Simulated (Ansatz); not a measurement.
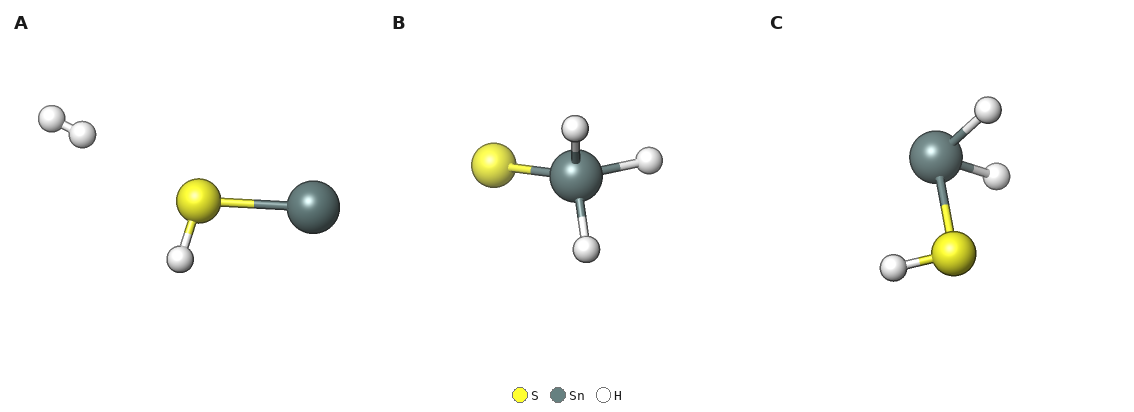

3 stationary structures of one formula. Charge −1, singlet. Geometries: PBE0-D4/def2-TZVPD. Electronic energies: RHF-CCSD(T) (frozen core)/def2-TZVPPD (Ansatz 0.2.0), without zero-point energy. No frequency run is at hand to confirm each as a minimum.

Question: Which is lowest in energy, and by how much?

Answer: C is lowest; B lies 13.3 kJ/mol above it (C3v), A lies 144.1 kJ/mol above it.
